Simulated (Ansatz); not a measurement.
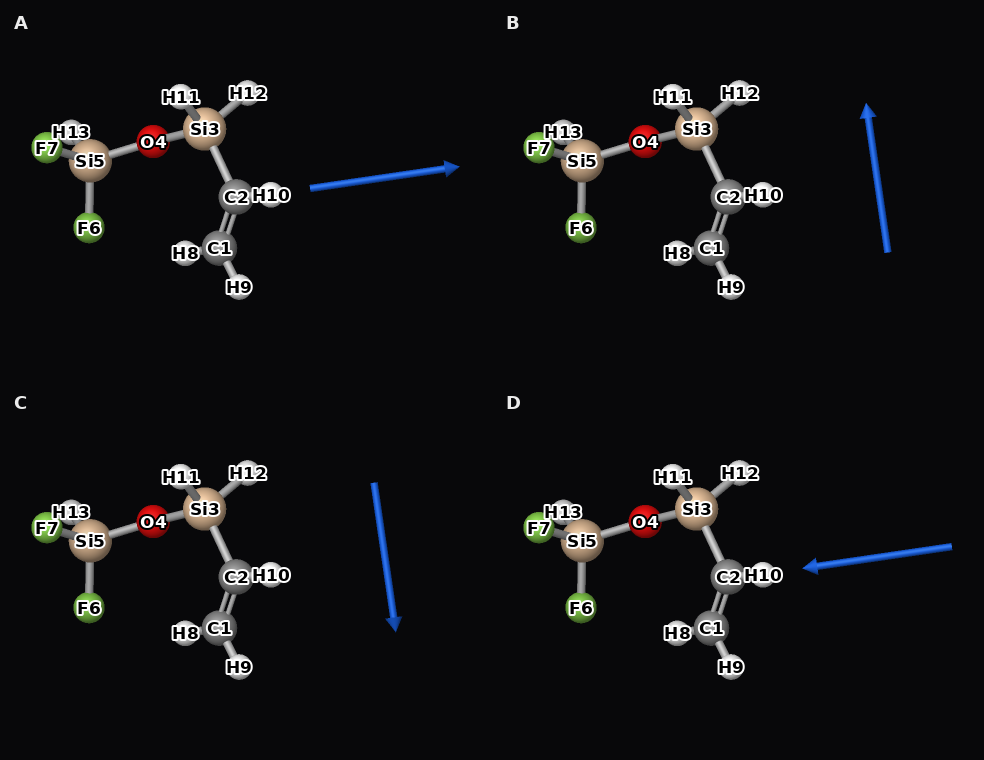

The same molecule four times, each with an arrow. The geometry was computed by an optimisation with PBE0-D4/def2-TZVP. No frequency run is at hand to confirm it as a minimum. Properties computed with RKS PBE-D4/def2-TZVPP (Ansatz 0.2.0).

Question: Which arrow points along the dipole moment, from the negative to the positive end?

Answer: A. The dipole moment is 1.34 D; it points from the side of F7 to the side of H10 (the outermost atoms at the two ends).
